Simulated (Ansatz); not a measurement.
```xyz
14

F     0.0120   -0.3418    2.2180
C     0.3999    0.7077    1.4623
F     0.2823    1.8265    2.1942
C    -0.5254    0.8100    0.2408
F    -0.0585    1.8191   -0.5284
F    -1.7560    1.1653    0.6740
C    -0.6897   -0.4582   -0.5737
C     0.5518   -1.0178   -1.2259
F     1.4928   -1.3424   -0.3252
F     0.2432   -2.1327   -1.8948
F     1.1076   -0.1693   -2.0905
H     1.4443    0.5771    1.1701
H    -1.4109   -0.2405   -1.3632
H    -1.1062   -1.2323    0.0711
```

Geometry: PBE0-D4/def2-TZVP.

The calculation used RKS PBE0-D4/def2-TZVPP in Ansatz 0.2.0.

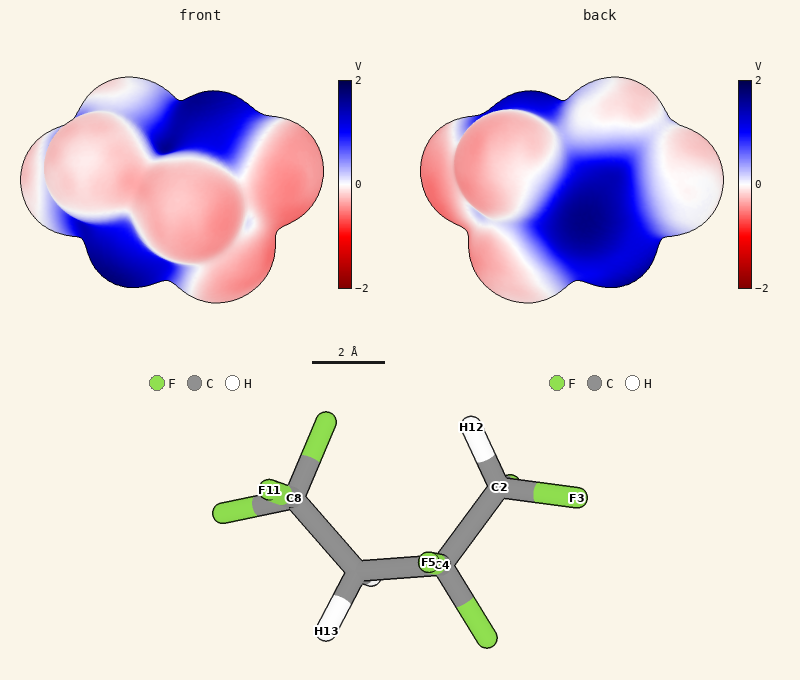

C4H3F7 (SMILES FC(F)C(F)(F)CC(F)(F)F). The molecular electrostatic potential painted on the density surface at 0.002 e/bohr³, seen from the front and from behind; red is negative and blue positive. The bare structure is drawn below in the same view.

Where is the surface potential most negative and most positive?

The most negative region (about −0.6 V) lies over F3 and F6, the most positive (about +1.7 V) over H13 and H14.
